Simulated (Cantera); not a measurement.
Input: 1 mol C, 0.061 mol NH₃, 0.047 mol CO₂, equilibrated at 750 °C.

Method: chemical equilibrium by Gibbs-energy minimisation in Cantera with the NASA 1993 tables (ideal gas, pure condensed phases). Candidate condensed phases: C, C₆H₆, C₇H₈, C₈H₁₈, H₂O; 136 gas species. The ideal-gas law is rough above about 30 bar. Rates play no part.

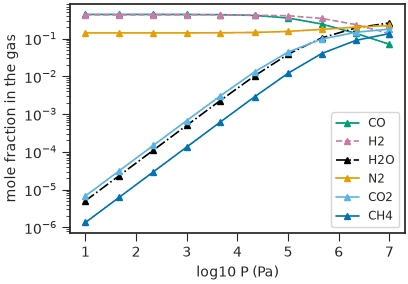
Figure: Equilibrium gas composition (values under 1e-9 drawn at 1e-9)

### Question
Read off the mole fractions at 4600 Pa.

### Answer
CO about 0.43, H₂ about 0.42, N₂ about 0.14, CO₂ about 0.0030, H₂O about 0.0023, CH₄ about 0.00062.
